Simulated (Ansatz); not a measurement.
**FGaH2: density, localisation and related maps**

Input file:

```
crystal:
  periodic: [false, false, false]
  atoms:
    - {symbol: Ga, position_ang: [-0.538789, 0.402664, 0.106439]}
    - {symbol: F, position_ang: [0.974328, -0.826327, -0.507703]}
    - {symbol: H, position_ang: [-0.008207, -0.379265, -1.236011]}
    - {symbol: H, position_ang: [-0.427332, 0.802928, 1.637274]}
basis:
  gaussian: {orbitals: def2-TZVPP}
hamiltonian: {xc: pbe0, dispersion: d4}
output: {orbitals: {seedname: orbitals}}
```

Launched as:

```sh
ansatz run in.yaml --threads 2 --pin off --events-out ev --progress --plain --max-ram 4352MiB
```

A transition-state structure; geometry: PBE0-D4/def2-TZVP.

Theory: RKS PBE0-D4/def2-TZVPP (Ansatz 0.2.0).

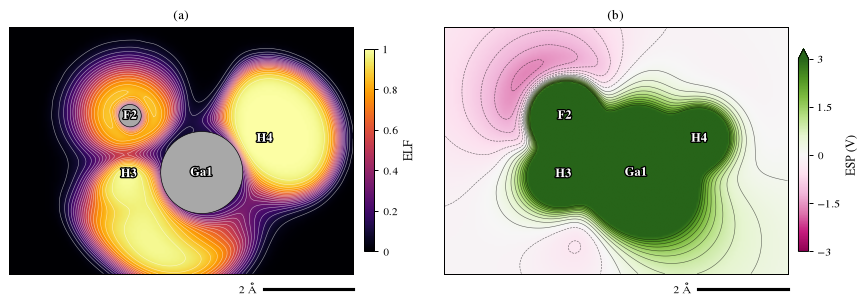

Figure 1. (a) ELF; (b) molecular electrostatic potential on the molecular plane. Grey discs cover the atomic cores in the ELF map.

### Describe what can be read from this map.

- The plane passes through Ga, F and H nuclei.
- Ga–F (2.04 Å): the ELF is about 0.15 at the midpoint.
- Ga–H (1.59 Å): the ELF climbs to about 1 towards the hydrogen.
- The ELF also peaks beside F2, away from the bonds: lone-pair regions.
- Outside the dense part of the molecule the potential is most negative (−1.6 V) near F2.

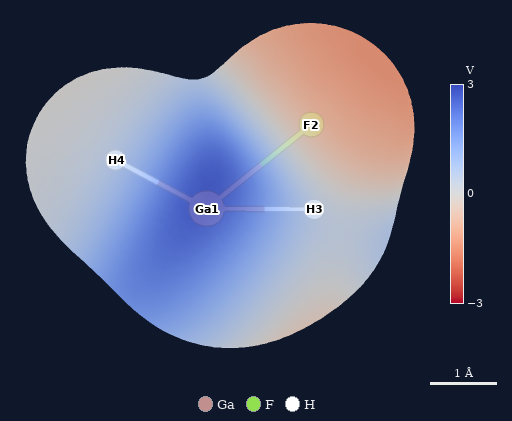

Figure 2. The molecular electrostatic potential painted on the density surface at 0.002 e/bohr³, seen across its widest extent; the colour scale runs from red (negative) to blue (positive).

### Which sites attract a positive test charge, and which a negative one?

A positive charge is drawn to the negative regions and a negative charge to the positive ones. The most negative region (about −1.5 V) lies over F2, the most positive (about +2.7 V) over Ga1.

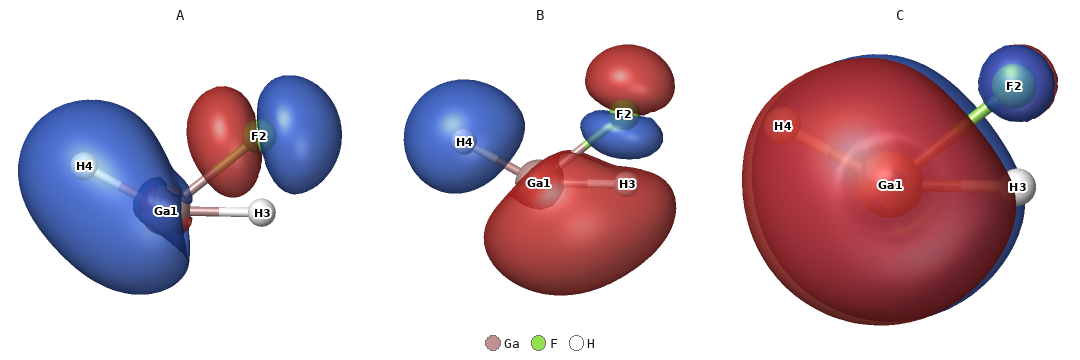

Figure 3. Three frontier orbitals at ±0.08 Å⁻³ᐟ² (blue and red are the two phases), in no order.

### Order the three orbitals by energy and name them.

A is the HOMO−1 (−10.51 eV). By Hirshfeld shares it lies mainly on F2 (about 45 %), Ga1 (about 30 %) and H4 (about 25 %); it is symmetric in the molecular plane (an in-plane orbital: σ, lone-pair or in-plane π type). B is the HOMO (−6.71 eV). By Hirshfeld shares it lies mainly on Ga1 (about 50 %), F2 (about 25 %), H3 (about 15 %) and H4 (about 15 %); it is symmetric in the molecular plane (an in-plane orbital: σ, lone-pair or in-plane π type). C is the LUMO (−1.86 eV). Its weight (Hirshfeld) is mainly on Ga1 (about 90 %); it changes sign across the molecular plane (π type).

### What is the HOMO–LUMO gap?

4.85 eV between the orbital energies.
